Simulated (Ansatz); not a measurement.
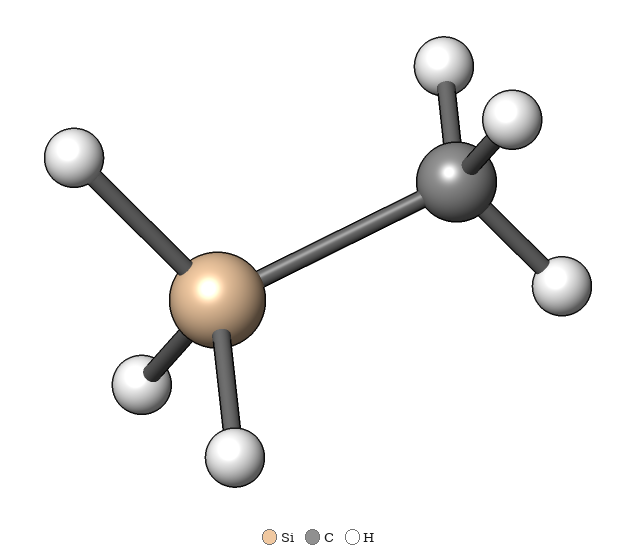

Sticks follow a distance rule. Harmonic vibrations computed with RKS PBE0-D4/def2-TZVP (Ansatz 0.2.0) at a stationary point of the same level.

Is this a minimum or a saddle point?

Answer. A minimum: no imaginary frequency, and the lowest mode lies at 198 cm⁻¹.

How many vibrational modes are there, and where do they lie?

Answer. 18 modes: 198, 514, 514, 707, 880, 880, 936, 952, 952, 1278, 1452, 1452, 2220, 2221, 2221, 3055, 3141, 3141 cm⁻¹.
